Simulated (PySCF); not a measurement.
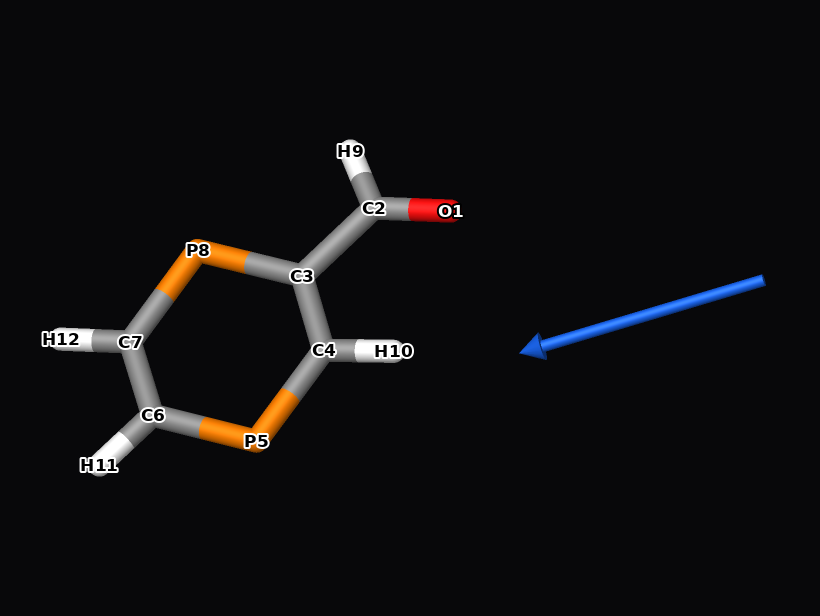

The arrow beside the molecule shows the direction of the dipole moment, from the negative to the positive end (its length means nothing). Computed geometry: GFN2-xTB optimisation. No frequency run is at hand to confirm it as a minimum. Properties computed with PBE0/pcSseg-1, gas phase (PySCF 2.14.0).

How large is the dipole moment?

Answer. 3.28 D; it points from the side of O1 to the side of H12 (the outermost atoms at the two ends).

The geometry is semi-empirical. Around P such bond lengths and angles can be off by a tenth of an ångström or more and by several degrees, and values that hang on the shape move with them.
